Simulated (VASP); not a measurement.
Band structure of MgCdTe2 (space group I-42d). Calculation: LDA (Ceperley-Alder, Perdew-Zunger), VASP's LDA PAW potentials (set 64) (plane waves; VASP).

Unless said otherwise, spin-orbit coupling is left out, though it shifts the bands of the heavy elements here.

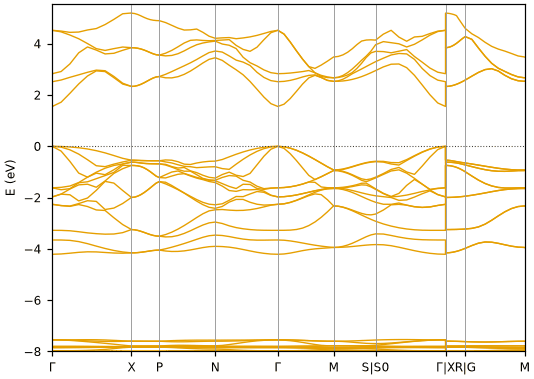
Figure. Bands along high-symmetry lines, zero at the valence-band maximum or, without a gap, the Fermi level

Task: Read the plot: is there a gap, and where are the band edges?

Result: The gap is direct, 1.55 eV, from the valence maximum at Γ to the conduction minimum at Γ. (Edges off the drawn lines would not show.)

The structure comes from a computed database's MgCdTe2 entry (I-42d); how it stands against other phases isn't given here. It was relaxed first, which changed the volume by -6 %.
